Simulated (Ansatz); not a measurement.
Electronic density of states of amorphous Ti20O41Sr, density 3.57 g/cm³, on a 2×2×2 Γ-centred mesh with a Gaussian width of 0.1 eV; energies count from the Fermi level, whose place inside the gap is arbitrary. Cell and mesh are small, so fine structure isn't converged. Method: PBE, scalar-relativistic without spin-orbit coupling (plane waves to 420 eV, PAW; Ansatz, a program for electronic structure). Sampling: a 2×2×2 Γ-centred mesh; Fermi-Dirac width 0.02 eV; no spin polarisation. At PBE the levels at the empty edge of the gap are localised (band-tail or defect states).

A CHGNet melt-quench gave the starting glass, which DFT then relaxed. O atoms were pushed apart under 1.9 Å during the dynamics, to hinder bonds among them. The hot cell started wider than the set density and was brought back towards it in steps. It is the lowest in DFT energy of 2 quenches. It is a model cell: composition and starting density were chosen by hand, and all elements were melted together. No dispersion term was used. Its density started from a set value of 3.67 and ended at 3.57 g/cm³. Cooling (nominally 240 K/ps over its main leg) ran many orders faster than in experiment, which tends to leave more defects and strain. One small periodic cell is one sample of the glass; other quenches scatter about these values. Volume and shape were free in the relaxation. On a 2×2×2 Γ-centred mesh force components of up to 0.14 eV/Å stay, since the relaxation ran on the zone centre alone.

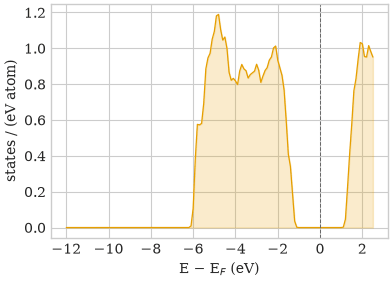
*Density of states per atom*

The level gap on this mesh is 2.61 eV; the broadening fills part of it in the curve.
